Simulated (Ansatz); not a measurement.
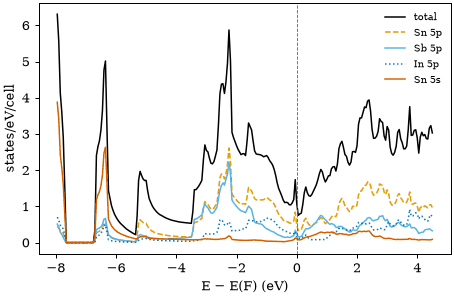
Figure: Total and projected density of states of InSn2Sb in space group R3m (No. 160; In on 3a, Sb on 3a, Sn on 3a, Sn on 3a), PBE (plane waves, PAW; program Ansatz)

Question: Which orbitals carry the states next to the Fermi level?

Answer: Within 0.5 eV of the Fermi level: Sn 5p 47 %, Sb 5p 21 %, In 5p 18 %, Sn 5s 8 %. Projections are on Löwdin-orthogonalised atomic valence shells; empty p or d shells of many metals are not among them.

The start of the workflow was typed in or built on a structure type; neither database checked (COD, Materials Project) lists it. Whether it is the stable phase at ambient conditions was not checked. The PBE relaxation kept the symmetry of its start; whether a distortion lowers the energy is not shown. The volume moved by 38 % from the start of the relaxation. Scalar-relativistic: spin–orbit coupling is off unless named, which matters more the heavier the elements.

Potentials: the earlier of the program's two PAW sets.
